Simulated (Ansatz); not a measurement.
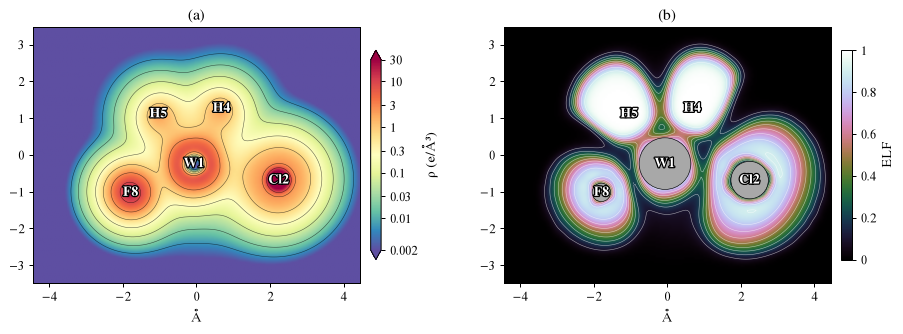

*ClF2H3OW. (a) electron density; (b) electron localisation function on the plane of atoms H4, W1 and H5. Grey discs cover the atomic cores in the ELF map.*

Core potentials replace the inner electrons of W.

Method: RKS PBE0-D4/def2-SVP (Ansatz 0.2.0).

Input

```
crystal:
  periodic: [false, false, false]
  atoms:
    - { symbol: W, position_ang: [0.0, 0.0, 0.0] }
    - { symbol: Cl, position_ang: [0.0, 0.0, 2.39] }
    - { symbol: F, position_ang: [1.85, 0.0, 0.0] }
    - { symbol: H, position_ang: [0.0, 1.72, 0.0] }
    - { symbol: H, position_ang: [-1.72, 0.0, 0.0] }
    - { symbol: O, position_ang: [0.0, -1.94, 0.0] }
    - { symbol: H, position_ang: [0.3816, -2.2771, 0.8723] }
    - { symbol: F, position_ang: [0.0, 0.0, -1.85] }
basis:
  gaussian: { orbitals: def2-SVP }
hamiltonian:
  xc: pbe0
  dispersion: d4
relax:
  f_tol: 0.02
  max_steps: 40
output:
  orbitals: {}
```

Command:

```sh
ansatz run input.yaml --threads 4 --pin off --max-ram 5120MiB --backend cpu --events-out ev --progress --plain --runs-dir out
```

The fields are those of the run's last geometry, not of the input's.

What does the map show?

- Atoms in the plane: W, Cl, H and F.
- W–Cl (2.34 Å): ρ at the midpoint is about 0.64 e/Å³; the ELF peaks at about 0.85 in the valence shell of Cl, 0.8 Å from its nucleus, and is about 0.40 at the midpoint.
- W–F (1.90 Å): ρ at the midpoint is about 0.99 e/Å³; the ELF peaks at about 0.85 in the valence shell of F, 0.5 Å from its nucleus, and drops to about 0.20 between the two atoms.
- W–H (1.67 Å): the density is about 1.7 e/Å³ at the midpoint; the ELF climbs to about 1 towards the hydrogen.
